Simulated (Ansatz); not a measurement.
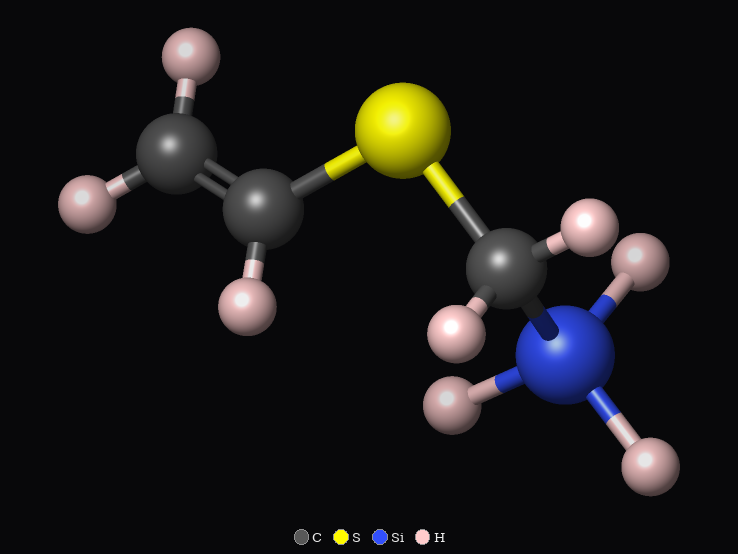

Ball-and-stick drawing of a structure. Double and triple bonds are drawn as two and three sticks.

Identify the structure.

The molecule is C₃H₈SSi. As SMILES it reads `C=CSC[SiH3]`. It has no ring. Among its groups: alkene, thioether, Si–H bond. The point group is C1. Coordination: 2 C trigonal planar; 1 S bent; 1 C tetrahedral; 1 Si tetrahedral.

More results for the same structure follow; atom numbers are the same in all pictures, views and colours differ. The computed structure is the end point of a PBE0-D4/def2-TZVP optimisation. No frequency run is at hand to confirm it as a minimum.

## Geometry

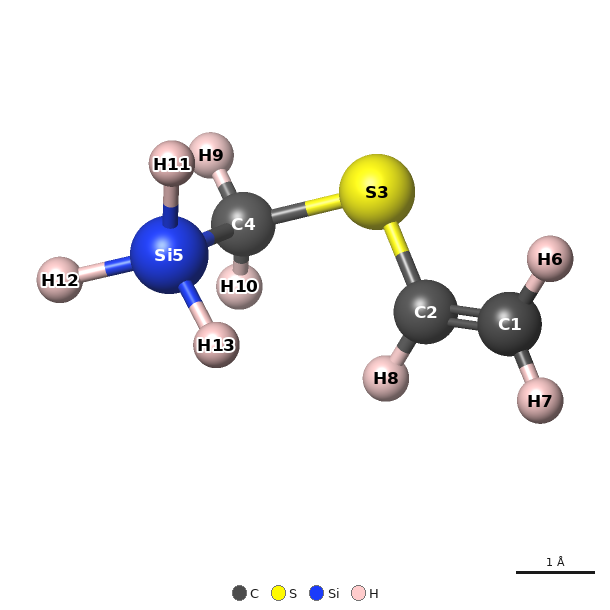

The atoms are numbered. No frequency run is at hand to confirm it as a minimum.

Give these bond angles: C2–C1–H6, C2–C1–H7, C1–C2–S3, C1–C2–H8, S3–C2–H8, C2–S3–C4, S3–C4–Si5, S3–C4–H9, S3–C4–H10, Si5–C4–H9, Si5–C4–H10, C4–Si5–H11, C4–Si5–H12, C4–Si5–H13.

```json
{"angle": "C2–C1–H6", "degrees": "122.0"}
{"angle": "C2–C1–H7", "degrees": "120.4"}
{"angle": "C1–C2–S3", "degrees": "123.9"}
{"angle": "C1–C2–H8", "degrees": "120.8"}
{"angle": "S3–C2–H8", "degrees": "115.2"}
{"angle": "C2–S3–C4", "degrees": "101.1"}
{"angle": "S3–C4–Si5", "degrees": "112.4"}
{"angle": "S3–C4–H9", "degrees": "105.2"}
{"angle": "S3–C4–H10", "degrees": "109.8"}
{"angle": "Si5–C4–H9", "degrees": "109.6"}
{"angle": "Si5–C4–H10", "degrees": "112.6"}
{"angle": "C4–Si5–H11", "degrees": "109.2"}
{"angle": "C4–Si5–H12", "degrees": "110.0"}
{"angle": "C4–Si5–H13", "degrees": "110.0"}
```

## Dipole moment

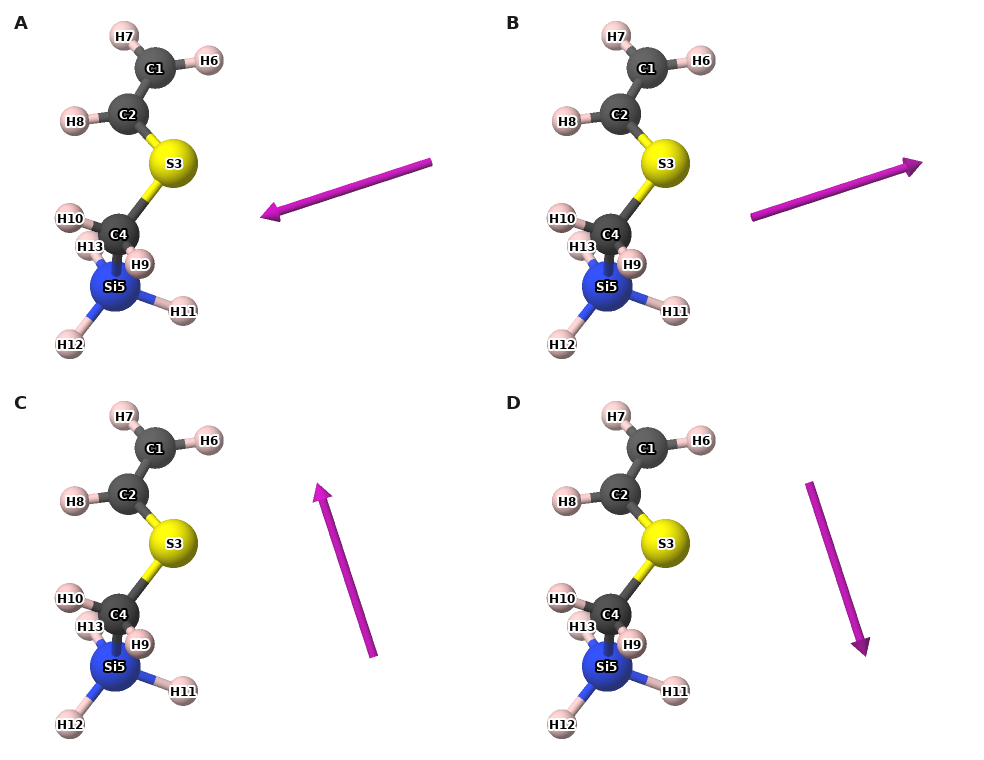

The same molecule four times, each with an arrow. No frequency run is at hand to confirm it as a minimum. Method: RKS B3LYP-D4/def2-TZVPP (Ansatz 0.2.0).

Which arrow points along the dipole moment, from the negative to the positive end?

A. The dipole moment is 1.17 D; it points from the side of H6 to the side of H12 (the outermost atoms at the two ends).

## Levels of theory compared

No frequency run is at hand to confirm it as a minimum. Program: Ansatz 0.2.0.

At this fixed geometry, give HOMO–LUMO gap (eV) at these levels: B3LYP-D4/def2-TZVPP; PBE-D4/def2-TZVPP; PBE0-D4/def2-TZVPP; r2SCAN-D4/def2-TZVPP; ωB97M-V/def2-TZVPP; ωB97X-V/def2-TZVPP.

| level | HOMO–LUMO gap (eV) |
| --- | --- |
| B3LYP-D4/def2-TZVPP | 5.55 |
| PBE-D4/def2-TZVPP | 3.97 |
| PBE0-D4/def2-TZVPP | 5.97 |
| r2SCAN-D4/def2-TZVPP | 4.36 |
| ωB97M-V/def2-TZVPP | 10.01 |
| ωB97X-V/def2-TZVPP | 10.33 |

## Charges

The questions are on Mulliken charges. No frequency run is at hand to confirm it as a minimum. Properties computed with RKS B3LYP-D4/def2-TZVPP (Ansatz 0.2.0).

List the Mulliken charges.

| atom | value (e) |
| --- | --- |
| C1 | −0.25 |
| C2 | −0.07 |
| S3 | −0.04 |
| C4 | −0.25 |
| Si5 | 0.27 |
| H6 | 0.10 |
| H7 | 0.11 |
| H8 | 0.10 |
| H9 | 0.12 |
| H10 | 0.11 |
| H11 | −0.06 |
| H12 | −0.07 |
| H13 | −0.06 |

Mulliken values depend strongly on the basis set and can even reverse the polarity of a bond.
